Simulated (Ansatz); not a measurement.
# How fast states decay through NaCaF3, part 2 of 3

Aim: relax a made-up compound, NaCaF3, and see how good a tunnel barrier it would be. It is built by putting Na for K, Ca for Mg in the KMgF3 structure of space group Pm-3m, with the volume rescaled by atomic radii. The parent structure comes from the Materials Project.

Ansatz 0.2.0; LDA DFT, plane waves, PAW files (the session's first sound run).

So far. Step 2 (Cell and atoms at rest): The largest force component on a free atom ends at 1.1e-29 eV/Å. Step 3 (Band edges): The searched edges give 5.04 eV, as on the mesh.

The structure was built from a prototype and need not be the compound's stable phase.

## Step 4: Decaying states in the gap

This step: LDA DFT, plane waves, PAW files; complex bands by layer matching along the plane's normal (Ansatz 0.2.0).

The same crystal is laid in a cell whose first two vectors span the (001) plane (indices of the standard conventional cell, whose axes can be ordered otherwise than in the bulk input). At fixed energy and wavevector in the plane the solver finds all kz, real and complex. A few wavevectors are listed, (0, 0), (-0.5, -0.5) and (0.5, 0) in units of the plane's reciprocal vectors; the slowest state needn't be among them.

input.yaml reads:

```yaml
crystal:
  lattice:
    - [4.297224685, 0.0, 0.0]
    - [0.0, 4.297224685, 0.0]
    - [0.0, 0.0, 4.297224685]
  atoms:
    - { symbol: Na, position: [0.5, 0.5, 0.5] }
    - { symbol: Ca, position: [0.0, 0.0, 0.0] }
    - { symbol: F, position: [0.0, 0.5, 0.0] }
    - { symbol: F, position: [0.0, 0.0, 0.5] }
    - { symbol: F, position: [0.5, 0.0, 0.0] }
kpoints:
  mp_grid: { grid: [6, 6, 6] }
scf:
  occupations: { method: fixed }
hamiltonian:
  xc: lda
output:
  eigenvalues: true
  transmission:
    leads: [[0, 0]]
    kpoints: [[0.0, 0.0], [-0.5, -0.5], [0.5, 0.0]]
    e_range: [-1.0, 6.04]
    de: 0.12
```

Launch:

```
$ ansatz run input.yaml --threads 2 --pin off --max-ram 4096MiB --backend cpu --events-out ev --progress --plain --runs-dir out
```

Numbers of over 12 decimals in the logs are rounded to 6 here.

Log:

```text
[...]
Crystal: 5 atoms, lattice volume = 79.353 Å³
Basis set: ecut = 420 eV, 1551 PW (Γ)
Bands: 25, of which v1, the nominal top of the filled ones, is band 20 counted from 1 (19 counted from 0)
Symmetry: 48 space group operations
[...]
k-points: 20 of 216
[...]
SCF iter   1: F=—  HF=-5628.496462 eV  |F-HF|=—  |Δ(HF+E_count)|=         —  Δρ=1.69e-2  dr2=1.64e-1  ethr=1.77e-3  ⟨swp⟩=4.8  Hψ=2196  notcnv=0  defer=34
[...]
SCF iter   7: F=-5628.448093 eV  HF=-5628.448093 eV  |F-HF|=2.06e-10  |Δ(HF+E_count)|=   2.12e-8  Δρ=2.00e-6  dr2=4.44e-9  ethr=2.50e-10  ⟨swp⟩=8.1  Hψ=2190  notcnv=0
SCF 1 converged in 7 iterations: F = -5628.448093 eV  dr2 = 4.44e-9
[...]
transmission: 7 of 21 steps passed
transmission: 14 of 21 steps passed
transmission: 21 of 21 steps passed
SCF converged after 7 iterations
Free energy (F): -5628.448093 eV
[...]
Internal energy: -5628.448093 eV  (E = F + TS)
E sigma→0 (E₀):  -5628.448093 eV
Fermi energy:    0.457728 eV
[...]
--- Band table (eV; the first three rows and the last of 20) ---
  k-point 0: bands = [... 16 lower, -0.0060, 0.3515, 0.3515, 0.3515, 5.4934, 9.9540, 9.9540, 9.9540, ... 1 higher]
  k-point 1: bands = [... 16 lower, -0.0389, 0.0088, 0.3323, 0.3323, 5.8533, 9.9942, 10.0869, 10.0869, ... 1 higher]
  k-point 2: bands = [... 16 lower, -0.1875, -0.1051, 0.3072, 0.3072, 6.7685, 9.6519, 10.0779, 10.3360, ... 1 higher]
  k-point 19: bands = [... 16 lower, -1.0663, 0.4577, 0.4577, 0.4577, 8.9991, 10.6034, 10.6034, 10.6034, ... 1 higher]
--- Transmission ---
  basis      : 161 plane waves across, 7 finite elements along
  points     : 3, as listed
  energies   : 59 from -1.000000 to 5.960000 eV about the Fermi level, 0.120000 eV apart; the leads are filled to 2.517817 eV, and channels, transmission and decay are at 2.480000 eV
  crystal 0  : Ca1F3Na1, at the sites [0, 0], period 4.2972 Å: whole cells are its period
    offset         : up to 0.0000 Å between an atom of the period and one for which it stands
    channels       : 0.000000e0 a spin
    conductance    : none, the energies end too early or step too widely for 300 K: set another output.transmission.e_range or a lower de, or, where they end at an eighth of basis.ecutwfc, a higher one
    slowest decay  : 0.4349 /Å at (0.0000, 0.0000)
```

The job ended after 28 s (2 threads of Arm Neoverse V2, shared host; peak memory 0.45 GiB).

This step gave:

```yaml
level_to_which_the_leads_are_filled: 2.518 eV from the Fermi level
decay_constant_at_the_filling_level_zone_centre: 0.4349 Å⁻¹
decay_constant_at_the_filling_level_slowest_listed_point: 0.4349 Å⁻¹
```

K parallel (0, 0); values up to 1.5 1/Å, a degenerate pair printed once or twice; energies at which all values exceed this have no row. Table of Im kz of the slowest decaying states by energy, zero at the highest filled level on the SCF mesh:

```csv
energy (eV),decay 1 (Å⁻¹),decay 2 (Å⁻¹),decay 3 (Å⁻¹),decay 4 (Å⁻¹)
-1.000,0.196,0.639,1.12,-
-0.520,0.457,1.37,1.38,-
-0.040,0.0997,0.327,0.566,0.607
0.440,0.263,0.592,0.618,0.744
1.040,0.351,0.647,0.699,0.827
1.520,0.393,0.653,0.745,0.864
2.000,0.421,0.649,0.774,0.888
2.480,0.435,0.639,0.791,0.902
2.960,0.435,0.624,0.801,0.909
3.440,0.416,0.611,0.804,0.911
4.040,0.358,0.599,0.800,0.906
4.520,0.271,0.593,0.792,0.898
5.000,0.0742,0.588,0.779,0.887
5.480,0.584,0.762,0.872,1.23
```

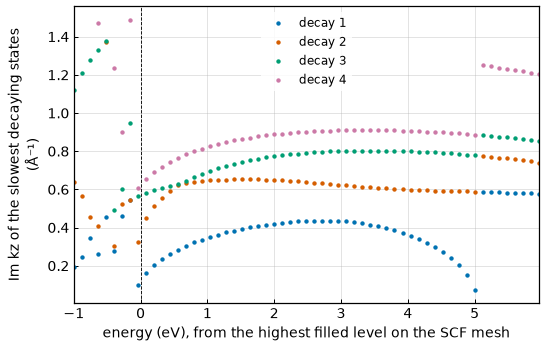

Im kz of the slowest decaying states, plotted against energy.

K parallel (-0.5, -0.5); values up to 1.5 1/Å, a degenerate pair printed once or twice; energies at which all values exceed this have no row. Im kz of the slowest decaying states against energy, zero at the highest filled level on the SCF mesh:

```csv
energy (eV),decay 1 (Å⁻¹),decay 2 (Å⁻¹),decay 3 (Å⁻¹),decay 4 (Å⁻¹)
-1.000,0.781,1.12,1.27,1.32
-0.520,0.865,1.20,1.21,1.36
-0.040,0.200,0.709,0.913,1.12
0.440,0.312,0.559,0.941,0.993
1.040,0.392,0.854,0.961,1.31
1.520,0.436,0.887,0.968,1.32
2.000,0.468,0.906,0.968,1.32
2.480,0.494,0.916,0.965,1.32
2.960,0.513,0.919,0.957,1.32
3.440,0.528,0.917,0.945,1.31
4.040,0.541,0.908,0.927,1.29
4.520,0.548,0.895,0.910,1.28
5.000,0.552,0.878,0.890,1.26
5.480,0.553,0.858,0.869,1.24
```

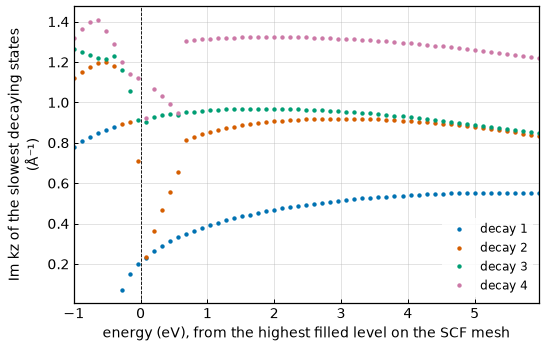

Im kz of the slowest decaying states, plotted against energy.

K parallel (0.5, 0); values up to 1.5 1/Å, a degenerate pair printed once or twice; energies at which all values exceed this have no row. Table of Im kz of the slowest decaying states by energy, zero at the highest filled level on the SCF mesh:

```csv
energy (eV),decay 1 (Å⁻¹),decay 2 (Å⁻¹),decay 3 (Å⁻¹),decay 4 (Å⁻¹)
-1.000,0.105,0.428,0.554,0.673
-0.520,0.425,0.575,0.775,1.01
-0.040,0.140,0.347,0.637,0.985
0.440,0.286,0.600,0.605,0.727
1.040,0.374,0.711,0.785,0.837
1.520,0.420,0.757,0.810,0.868
2.000,0.453,0.786,0.823,0.885
2.480,0.478,0.803,0.827,0.892
2.960,0.496,0.812,0.824,0.892
3.440,0.509,0.814,0.816,0.885
4.040,0.519,0.798,0.810,0.868
4.520,0.521,0.779,0.802,0.846
5.000,0.518,0.756,0.789,0.818
5.480,0.509,0.713,0.729,0.772
```

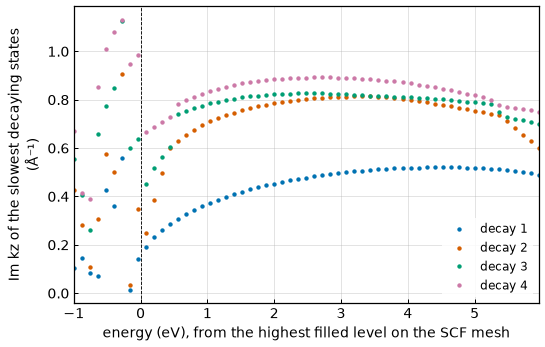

Im kz of the slowest decaying states, plotted against energy.

At the listed wavevectors the last open channel is at -0.04 eV and the next at +5.12 eV on the grid. At +2.48 eV, the grid energy nearest the filling level (the middle of the gap on the SCF mesh), the slowest state at the listed wavevectors decays with κ = 0.435 Å⁻¹, its amplitude falling by e over 2.3 Å. Through 1 nm of this crystal that state's transmission falls by exp(−2 × 0.435 Å⁻¹ × 10 Å) = 1.7e-4.

## Step 5: Decay over the two-dimensional zone

The listed points could miss the slowest state, so one energy near mid-gap is solved on a mesh of 12×12.

Changes to input.yaml since step 4:

```diff
@@ -19,6 +19,2 @@
   eigenvalues: true
-  transmission:
-    leads: [[0, 0]]
-    kpoints: [[0.0, 0.0], [-0.5, -0.5], [0.5, 0.0]]
-    e_range: [-1.0, 6.04]
-    de: 0.12
+  transmission: { leads: [[0, 0]], kmesh: [12, 12], e_range: [2.52, 2.53], de: 0.05 }
```

Log:

```text
[...]
Crystal: 5 atoms, lattice volume = 79.353 Å³
Basis set: ecut = 420 eV, 1551 PW (Γ)
Bands: 25, of which v1, the nominal top of the filled ones, is band 20 counted from 1 (19 counted from 0)
Symmetry: 48 space group operations
[...]
k-points: 20 of 216
[...]
SCF iter   1: F=—  HF=-5628.496462 eV  |F-HF|=—  |Δ(HF+E_count)|=         —  Δρ=1.69e-2  dr2=1.64e-1  ethr=1.77e-3  ⟨swp⟩=4.8  Hψ=2196  notcnv=0  defer=34
[...]
SCF iter   7: F=-5628.448093 eV  HF=-5628.448093 eV  |F-HF|=2.06e-10  |Δ(HF+E_count)|=   2.12e-8  Δρ=2.00e-6  dr2=4.44e-9  ethr=2.50e-10  ⟨swp⟩=8.1  Hψ=2190  notcnv=0
SCF 1 converged in 7 iterations: F = -5628.448093 eV  dr2 = 4.44e-9
[...]
transmission: 24 of 168 steps passed
transmission: 48 of 168 steps passed
[...]
transmission: 168 of 168 steps passed
SCF converged after 7 iterations
Free energy (F): -5628.448093 eV
[...]
Internal energy: -5628.448093 eV  (E = F + TS)
E sigma→0 (E₀):  -5628.448093 eV
Fermi energy:    0.457728 eV
[...]
--- Band table (eV; the first three rows and the last of 20) ---
  k-point 0: bands = [... 16 lower, -0.0060, 0.3515, 0.3515, 0.3515, 5.4934, 9.9540, 9.9540, 9.9540, ... 1 higher]
  k-point 1: bands = [... 16 lower, -0.0389, 0.0088, 0.3323, 0.3323, 5.8533, 9.9942, 10.0869, 10.0869, ... 1 higher]
  k-point 2: bands = [... 16 lower, -0.1875, -0.1051, 0.3072, 0.3072, 6.7685, 9.6519, 10.0779, 10.3360, ... 1 higher]
  k-point 19: bands = [... 16 lower, -1.0663, 0.4577, 0.4577, 0.4577, 8.9991, 10.6034, 10.6034, 10.6034, ... 1 higher]
--- Transmission ---
  basis      : 161 plane waves across, 6 finite elements along
  points     : 28, standing for a mesh of 12 x 12
  energies   : 1 from 2.520000 to 2.520000 eV about the Fermi level; the leads are filled to 2.517817 eV, and channels, transmission and decay are at 2.520000 eV
  crystal 0  : Ca1F3Na1, at the sites [0, 0], period 4.2972 Å: whole cells are its period
[...]
channels       : 0.000000e0 a spin
    conductance    : none, crystal 0 has no channel at the energies, or these end too early or step too widely for 300 K: set another output.transmission.e_range or a lower de, or, where they end at an eighth of basis.ecutwfc, a higher one
    slowest decay  : 0.4354 /Å at (0.0000, 0.0000)
```

It took 15 s on 2 threads; peak memory 0.47 GiB; 29 s of CPU time.

This step gave:

```
least decay constant on the mesh : 0.4354 Å⁻¹
```

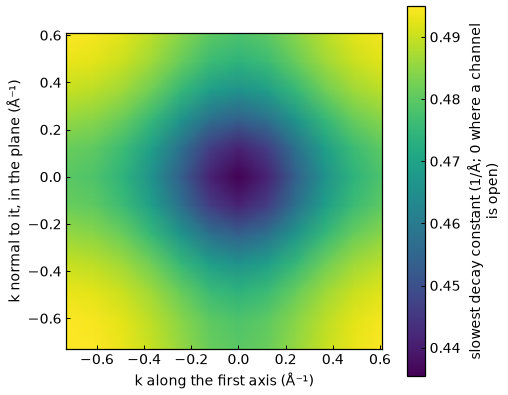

Slowest decay constant (1/Å; 0 where a channel is open) over k1 and k2. At 2.5200 eV from the Fermi level.

The least value on the mesh is 0.435 Å⁻¹ at +2.52 eV. At that energy the listed points give about 0.435 Å⁻¹ by interpolation, so the mesh holds no clearly slower state.

## Step 6: Band edges at another level, cutoff 1500 eV

This step: LDA DFT, plane waves, JTH PAW files (Ansatz 0.2.0).

The edges again with JTH files, at the same atoms. Against that run the cutoff is 1500 eV against 420.

input.yaml reads:

```yaml
crystal:
  lattice:
    - [4.2972246849, 0.0, 0.0]
    - [0.0, 4.2972246849, 0.0]
    - [0.0, 0.0, 4.2972246849]
  atoms:
    - { symbol: Na, position: [0.5, 0.5, 0.5] }
    - { symbol: Ca, position: [0.0, 0.0, 0.0] }
    - { symbol: F, position: [0.0, 0.5, 0.0] }
    - { symbol: F, position: [0.0, 0.0, 0.5] }
    - { symbol: F, position: [0.5, 0.0, 0.0] }
kpoints:
  mp_grid: { grid: [6, 6, 6] }
  band_path: { path: [VBM, CBM], npoints: 30 }
scf:
  occupations: { method: fixed }
hamiltonian:
  xc: lda
  pseudopotentials: { kind: paw, source: jth }
output:
  eigenvalues: true
```

Log:

```text
Warning: <dir> the checks of this Na dataset prove no rule for summing its radial tables, as where they were carried onto another mesh than they were made on, and Gregory's rule is taken, under which a leading mesh point left out moves its sums only by what lay on the interval it spanned. That does not make them correct, and they differ from Quantum ESPRESSO's on this file; a re-export a fraction of a mesh step off can move them. hamiltonian.pseudopotentials.radial_quadrature: simpson_from_first_knot sums it by `pw.x`'s rule; on a PAW file no value gives `pw.x`'s numbers. What more to know: hamiltonian.pseudopotentials.radial_quadrature, in the input reference
Warning: <dir> the checks of this Ca dataset prove no rule for summing its radial tables, as where they were carried onto another mesh than they were made on, and Gregory's rule is taken, under which a leading mesh point left out moves its sums only by what lay on the interval it spanned. That does not make them correct, and they differ from Quantum ESPRESSO's on this file; a re-export a fraction of a mesh step off can move them. hamiltonian.pseudopotentials.radial_quadrature: simpson_from_first_knot sums it by `pw.x`'s rule; on a PAW file no value gives `pw.x`'s numbers. What more to know: hamiltonian.pseudopotentials.radial_quadrature, in the input reference
Warning: <dir> the checks of this F dataset prove no rule for summing its radial tables, as where they were carried onto another mesh than they were made on, and Gregory's rule is taken, under which a leading mesh point left out moves its sums only by what lay on the interval it spanned. That does not make them correct, and they differ from Quantum ESPRESSO's on this file; a re-export a fraction of a mesh step off can move them. hamiltonian.pseudopotentials.radial_quadrature: simpson_from_first_knot sums it by `pw.x`'s rule; on a PAW file no value gives `pw.x`'s numbers. What more to know: hamiltonian.pseudopotentials.radial_quadrature, in the input reference
[...]
Crystal: 5 atoms, lattice volume = 79.353 Å³
Basis set: ecut = 1500 eV, 10443 PW (Γ)
Bands: 25, of which v1, the nominal top of the filled ones, is band 20 counted from 1 (19 counted from 0)
Symmetry: 48 space group operations
[...]
k-points: 20 of 216
[...]
SCF iter   1: F=—  HF=-5632.090101 eV  |F-HF|=—  |Δ(HF+E_count)|=         —  Δρ=1.66e-1  dr2=2.07e1  ethr=3.10e-3  ⟨swp⟩=4.5  Hψ=2193  notcnv=0  defer=46
[...]
SCF iter  10: F=-5625.352834 eV  HF=-5625.352834 eV  |F-HF|=2.18e-9  |Δ(HF+E_count)|=   1.52e-8  Δρ=1.65e-6  dr2=2.34e-9  ethr=2.50e-10  ⟨swp⟩=10.2  Hψ=2469  notcnv=0
SCF 1 converged in 10 iterations: F = -5625.352834 eV  dr2 = 2.34e-9
[...]
SCF converged after 10 iterations
Free energy (F): -5625.352834 eV
[...]
Internal energy: -5625.352834 eV  (E = F + TS)
E sigma→0 (E₀):  -5625.352834 eV
Fermi energy:    0.490400 eV
[...]
--- Band table (eV; the first three rows and the last of 20) ---
  k-point 0: bands = [... 16 lower, 0.0259, 0.3822, 0.3822, 0.3822, 5.5151, 9.9877, 9.9877, 9.9877, ... 1 higher]
  k-point 1: bands = [... 16 lower, -0.0073, 0.0389, 0.3631, 0.3631, 5.8757, 10.0271, 10.1203, 10.1203, ... 1 higher]
  k-point 2: bands = [... 16 lower, -0.1554, -0.0725, 0.3375, 0.3375, 6.7928, 9.6796, 10.1090, 10.3686, ... 1 higher]
  k-point 19: bands = [... 16 lower, -1.0370, 0.4904, 0.4904, 0.4904, 9.0270, 10.6367, 10.6367, 10.6367, ... 1 higher]
```

Wall time 18 s (2 threads); peak memory 0.66 GiB.

Numbers from this step:

```yaml
free_energy: -5625.3528 eV
fermi_energy: 0.4904 eV
gap_on_the_k_mesh: 5.025 eV
gap_on_path: 5.025 eV, by band count; negative where bands overlap
direct_gap_on_path: 5.133 eV
```

Electronic bands along the path, in eV, zero at the Fermi level (highest filled level under fixed occupations); v1 is the highest filled band, c1 the lowest empty one:

```csv
point,v4,v3,v2,v1,c1
VBM,-1.53,0.00,0.00,0.00,8.54
CBM,-0.46,-0.11,-0.11,-0.11,5.02
```

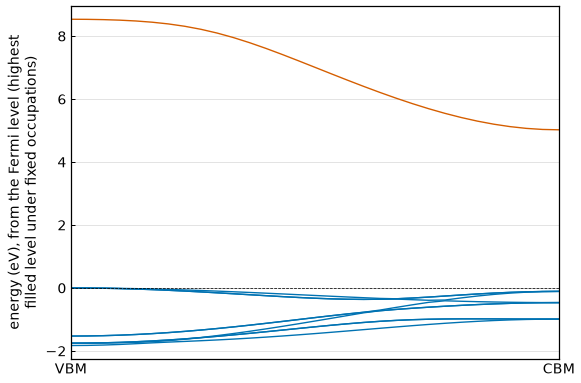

Electronic bands along the path; lines of filled and empty bands in two colours.

The searched edges give 5.02 eV, as on the mesh.

(Continued in part 3 of 3.)

[Logs are printed without paths, hosts, clocks, repeated set-up lines and the standing remarks that a program may print on its own settings, such as how far it seeks lower states.]

[Hosts, paths, dates, database ids (printed as entryN), source tags and the programs' standing remarks are cut or masked in the printed files.]
